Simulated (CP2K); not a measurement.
# C2H5NSeSi (SMILES C[SiH2][Se]C#N) at PM6

What is the energy change on altering one bond length of C2H5NSeSi at PM6? 

Program for the calculation: CP2K 2026.2.

4 further runs of the same task are left out: 2 that didn't finish, 2 set aside as unsound or not needed.

**1. Starting point**

The species is C2H5NSeSi (10 atoms), meant as a singlet with charge 0. SMILES: `C[SiH2][Se]C#N`. Geometry: a rough force-field guess. This is one conformer, not always the lowest.

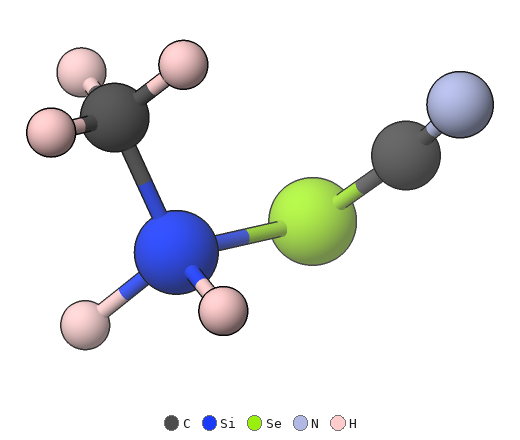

The structure, seen from a chosen angle (carbon dark grey, silicon blue, selenium green, nitrogen light blue, hydrogen pink).

**2. Energy and forces at PM6**

molecule.xyz reads:

```xyz
10

C     -1.033100    -0.598400     0.650400
Si     0.687900     0.018000     0.745500
Se     1.754900    -0.500800    -1.199000
C      0.779300     0.716000    -2.164300
N      0.045000     1.436300    -2.774700
H     -1.105000    -1.633700     0.467800
H     -1.561100    -0.035900    -0.199200
H     -1.566400    -0.297100     1.580100
H      1.354300    -0.633200     1.918800
H      0.727300     1.477500     0.977700
```

job.inp reads:

```
&FORCE_EVAL
    METHOD QS
    &DFT
        CHARGE 0
        MULTIPLICITY 1
        &QS
            METHOD PM6
            EPS_DEFAULT 1.0E-10
            &SE
                &COULOMB
                    CUTOFF [angstrom] 50
                    RC_RANGE [angstrom] 0
                &END
                &EXCHANGE
                    CUTOFF [angstrom] 50
                    RC_RANGE [angstrom] 0
                &END
            &END
        &END
        &POISSON
            PERIODIC NONE
            POISSON_SOLVER ANALYTIC
        &END
        # self-consistent field
        &SCF
            SCF_GUESS ATOMIC
            EPS_SCF 1.0E-07
            MAX_SCF 150
            ADDED_MOS 2
            &DIAGONALIZATION
                ALGORITHM STANDARD
            &END
            &MIXING
                METHOD DIRECT_P_MIXING
                ALPHA 0.4
            &END
        &END
        # extra output
        &PRINT
            &MOMENTS
                PERIODIC F
                REFERENCE COM
                MAX_MOMENT 1
            &END
            &MO ON
                ENERGIES T
                OCCUPATION_NUMBERS T
                NDIGITS 6
                &EACH
                    QS_SCF 0
                &END
                ADD_LAST NUMERIC
            &END
            &HIRSHFELD OFF
            &END
        &END
    &END
    # atoms, cell and kinds
    &SUBSYS
        # box in angstrom
        &CELL
            ABC [angstrom] 11.3 11.1 12.7
            PERIODIC NONE
        &END
        &TOPOLOGY
            COORD_FILE_NAME molecule.xyz
            COORD_FILE_FORMAT XYZ
            &CENTER_COORDINATES
            &END
        &END
    &END
    # extra output
    &PRINT
        &FORCES ON
        &END
    &END
&END

&GLOBAL
    PROJECT job
    RUN_TYPE ENERGY_FORCE
    PRINT_LEVEL MEDIUM
&END
```

Launch:

```console
OMP_NUM_THREADS=1 cp2k.psmp -i job.inp -o job.out
```

The log of the run:

```text
CP2K| version string:                                       CP2K version 2026.2
[...]
 GLOBAL| Method name                                                        CP2K
[...]
 GLOBAL| Run type                                                   ENERGY_FORCE
[...]
                             - Atoms:                                         10
[...]
                             - Spherical basis functions:                     30
[...]
 Number of electrons:                                                         28
[...]
     1 P_Mix/Diag. 0.40E+00    0.0     0.80675304       -19.4365000199 -1.94E+01
[...]
    18 DIIS/Diag.  0.71E-07    0.0     0.00000010       -25.9659509968 -5.26E-13
  *** SCF run converged in    18 steps ***
  Core-core repulsion energy [eV]:                           1585.85529868064623
  Core Hamiltonian energy [eV]:                             -1090.89675784726160
  Two-electron integral energy [eV]:                        -2403.05600121703992
  Electronic energy [eV]:                                   -2292.42475845578156
  Total energy [eV]:                                         -706.56945977513544
  Atomic reference energy [eV]:                               707.36484172360099
  Heat of formation [kcal/mol]:                                18.34194492044666
[...]
 SE_DIPOLE| Moment [Debye]         -0.58586941       1.81413533      -2.80089301
 SE_DIPOLE| Derivative [a.u.]       0.00000000       0.00000000       0.00000000
 ENERGY| Total FORCE_EVAL ( QS ) energy [hartree]            -25.965950996825036
 FORCES| Atomic forces [hartree/bohr]
 FORCES|   Atom     x               y               z               |f|
 FORCES|      1 -9.06958972E-03  3.88149769E-02 -8.34282784E-03   4.07242270E-02
 FORCES|      2  2.80106663E-03  1.62651234E-03  1.47962501E-02   1.51466344E-02
 FORCES|      3  1.43673312E-02 -2.01977528E-03 -1.40620562E-02   2.02049777E-02
 FORCES|      4 -5.86534946E-02  4.54348128E-02 -3.42056173E-02   8.16980960E-02
 FORCES|      5  5.56573039E-02 -4.77987951E-02  3.93862835E-02   8.32690796E-02
 FORCES|      6 -6.96708131E-03 -2.15865897E-02 -1.41216338E-03   2.27269726E-02
 FORCES|      7  3.47845071E-03 -1.15881694E-02  1.27125152E-02   1.75497388E-02
 FORCES|      8 -1.34033375E-03 -5.62846888E-03 -2.54759579E-03   6.32189851E-03
 FORCES|      9  1.41604652E-03  1.59766281E-03 -6.17509917E-03   6.53372512E-03
 FORCES|     10 -1.68969958E-03  1.14783345E-03 -1.49689141E-04   2.04817312E-03
 FORCES| Sum     4.30211422E-16  6.17561557E-16 -4.85722573E-17
 FORCES| Total atomic force                                       7.54203825E-16
[...]
```

Wall time 1.1 s (1 thread of Intel Xeon Platinum 8375C at 2.90GHz (Ice Lake), shared host); peak memory 0.18 GiB.

**3. The distorted shape at the same level**

molecule.xyz reads:

```xyz
10

C     -1.099746    -0.533274     0.533059
Si     0.621254     0.083126     0.628159
Se     1.688254    -0.435674    -1.316341
C      0.712654     0.781126    -2.281641
N     -0.021646     1.501426    -2.892041
H     -1.171646    -1.568574     0.350459
H     -1.627746     0.029226    -0.316541
H     -1.633046    -0.231974     1.462759
H      1.354300    -0.633200     1.918800
H      0.660654     1.542626     0.860359
```

qs.inp reads:

```
&GLOBAL
  PROJECT qs
  RUN_TYPE ENERGY_FORCE
  PRINT_LEVEL MEDIUM
&END GLOBAL

&FORCE_EVAL
  METHOD QS
  &DFT
    ! Quickstep
    &QS
      METHOD PM6
      EPS_DEFAULT 1.0E-10
      &SE
        &COULOMB
          CUTOFF [angstrom] 50
          RC_RANGE [angstrom] 0
        &END COULOMB
        &EXCHANGE
          CUTOFF [angstrom] 50
          RC_RANGE [angstrom] 0
        &END EXCHANGE
      &END SE
    &END QS
    ! no periodic images
    &POISSON
      PERIODIC NONE
      POISSON_SOLVER ANALYTIC
    &END POISSON
    &SCF
      SCF_GUESS ATOMIC
      EPS_SCF 1.0E-07
      MAX_SCF 150
      ADDED_MOS 2
      &DIAGONALIZATION
        ALGORITHM STANDARD
      &END DIAGONALIZATION
      &MIXING
        METHOD DIRECT_P_MIXING
        ALPHA 0.4
      &END MIXING
    &END SCF
    ! extra output
    &PRINT
      &MOMENTS
        PERIODIC F
        REFERENCE COM
        MAX_MOMENT 1
      &END MOMENTS
      &MO ON
        ENERGIES T
        OCCUPATION_NUMBERS T
        NDIGITS 6
        &EACH
          QS_SCF 0
        &END EACH
        ADD_LAST NUMERIC
      &END MO
      &HIRSHFELD OFF
      &END HIRSHFELD
    &END PRINT
  &END DFT
  &SUBSYS
    &CELL
      ABC 11.3 11.1 12.8
      PERIODIC NONE
    &END CELL
    &TOPOLOGY
      COORD_FILE_NAME molecule.xyz
      COORD_FILE_FORMAT XYZ
      &CENTER_COORDINATES
      &END CENTER_COORDINATES
    &END TOPOLOGY
  &END SUBSYS
  &PRINT
    &FORCES ON
    &END FORCES
  &END PRINT
&END FORCE_EVAL
```

Launch:

```console
OMP_NUM_THREADS=1 cp2k.psmp -i qs.inp > qs.out 2>&1
```

The log of the run:

```text
CP2K| version string:                                       CP2K version 2026.2
[...]
 GLOBAL| Method name                                                        CP2K
[...]
 GLOBAL| Run type                                                   ENERGY_FORCE
[...]
                             - Atoms:                                         10
[...]
                             - Spherical basis functions:                     30
[...]
 Number of electrons:                                                         28
[...]
     1 P_Mix/Diag. 0.40E+00    0.0     0.80678957       -19.4696753291 -1.95E+01
[...]
    18 DIIS/Diag.  0.71E-07    0.0     0.00000009       -25.9586984177 -5.04E-13
  *** SCF run converged in    18 steps ***
  Core-core repulsion energy [eV]:                           1581.36374442650958
  Core Hamiltonian energy [eV]:                             -1089.90062381961388
  Two-electron integral energy [eV]:                        -2395.67045533649116
  Electronic energy [eV]:                                   -2287.73585148785924
  Total energy [eV]:                                         -706.37210706134999
  Atomic reference energy [eV]:                               707.36484172360099
  Heat of formation [kcal/mol]:                                22.89300697703312
[...]
 SE_DIPOLE| Moment [Debye]         -0.59788048       1.81717527      -2.81184060
 SE_DIPOLE| Derivative [a.u.]       0.00000000       0.00000000       0.00000000
 ENERGY| Total FORCE_EVAL ( QS ) energy [hartree]            -25.958698417727049
 FORCES| Atomic forces [hartree/bohr]
 FORCES|   Atom     x               y               z               |f|
 FORCES|      1 -9.09106459E-03  3.85687447E-02 -7.86957646E-03   4.03995762E-02
 FORCES|      2  2.07818275E-02 -1.47121564E-02  4.36031594E-02   5.04932412E-02
 FORCES|      3  1.42809082E-02 -2.12031584E-03 -1.31800469E-02   1.95487523E-02
 FORCES|      4 -5.87030400E-02  4.54830789E-02 -3.43412943E-02   8.18173690E-02
 FORCES|      5  5.57047993E-02 -4.78415379E-02  3.94359827E-02   8.33488700E-02
 FORCES|      6 -6.99537922E-03 -2.16255961E-02 -1.43144852E-03   2.27739058E-02
 FORCES|      7  3.44649644E-03 -1.16483792E-02  1.27334655E-02   1.75984153E-02
 FORCES|      8 -1.40939613E-03 -5.64872235E-03 -2.53667990E-03   6.35052805E-03
 FORCES|      9 -1.64652253E-02  1.84851208E-02 -3.67386858E-02   4.43005008E-02
 FORCES|     10 -1.54992613E-03  1.05976346E-03  3.25124188E-04   1.90553807E-03
 FORCES| Sum     1.94289029E-16  3.60822483E-16  2.28983499E-16
 FORCES| Total atomic force                                       4.69440661E-16
[...]
```

Wall time 1.1 s (1 thread of Intel Xeon Platinum 8375C at 2.90GHz (Ice Lake), shared host); peak memory 0.18 GiB.

**4. Outcome**

At PM6:

```
                                                          quantity          value
                                         first shape: total energy   -25.96595 Eh
                                        first shape: dipole moment         3.39 D
                                          first shape: HOMO energy       -9.43 eV
                                          first shape: LUMO energy       -1.48 eV
                                        first shape: HOMO–LUMO gap        7.94 eV
            first shape: heat of formation at this unrelaxed shape  18.3 kcal/mol
                             first shape: largest force on an atom     4.282 eV/Å
                                     distorted shape: total energy   -25.95870 Eh
                                    distorted shape: dipole moment         3.40 D
                                      distorted shape: HOMO energy       -9.44 eV
                                      distorted shape: LUMO energy       -1.53 eV
                                    distorted shape: HOMO–LUMO gap        7.91 eV
        distorted shape: heat of formation at this unrelaxed shape  22.9 kcal/mol
                         distorted shape: largest force on an atom     4.286 eV/Å
energy change with the Si2–H9 bond stretched from 1.498 to 1.648 Å       0.197 eV
```

In words: With the Si2–H9 bond stretched from 1.498 to 1.648 Å the energy rises by 0.20 eV (4.6 kcal/mol). The first shape isn't relaxed at this level, so the change isn't measured from a minimum. The largest force (first shape) is 4.28 eV/Å: the shape isn't a stationary point for this species at this level.
